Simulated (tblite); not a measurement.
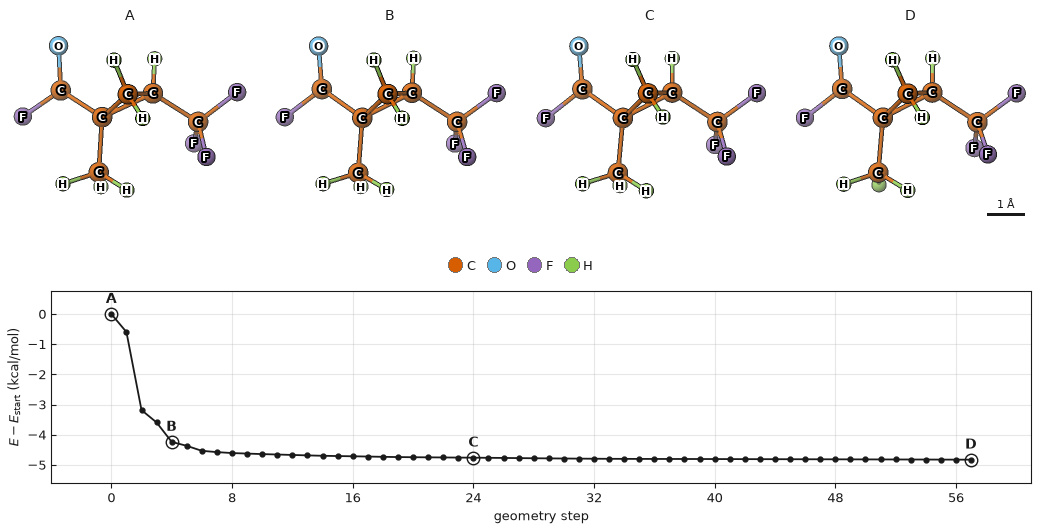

Frames of a relaxation of C6H6F4O, marked on the history of the run. A ball-and-stick model, seen face on.

All numbers below come from GFN2-xTB geometry optimisation, gas phase in tblite. 

Q: Describe the path.

A: Over 57 geometry steps the energy falls by 4.83 kcal/mol. The largest move after the best rigid fit is that of an F atom, 0.17 Å. By element the largest moves are F 0.17 Å, H 0.12 Å, C 0.08 Å, O 0.03 Å. Near-neighbour distances that change, for instance: C–O 1.226 → 1.183 Å, C–C 1.541 → 1.523 Å, C–H 1.106 → 1.088 Å, C–C 1.508 → 1.492 Å. Among the angles between lasting bonds that change: C–C–F 118.5° → 112.2°, C–C–C 118.8° → 114.1°, C–C–O 123.8° → 128.3°. From step 0 to 4: an F atom moves most (0.06 Å), energy −4.24 kcal/mol. From step 4 to 24: an F atom moves most (0.06 Å), energy −0.52 kcal/mol. From step 24 to 57: an F atom moves most (0.11 Å), energy −0.07 kcal/mol.

```
step  E − E(0), kcal/mol
   0                0.00
   1               -0.60
   2               -3.18
   3               -3.59
   4               -4.24
   5               -4.37
   6               -4.53
   7               -4.57
   8               -4.61
   9               -4.62
  10               -4.64
  12               -4.67
  15               -4.71
  17               -4.72
  20               -4.74
  22               -4.75
  25               -4.76
  27               -4.77
  30               -4.79
  32               -4.79
  35               -4.80
  37               -4.80
  40               -4.80
  42               -4.81
  45               -4.81
  47               -4.81
  50               -4.82
  52               -4.82
  55               -4.82
  57               -4.83
```
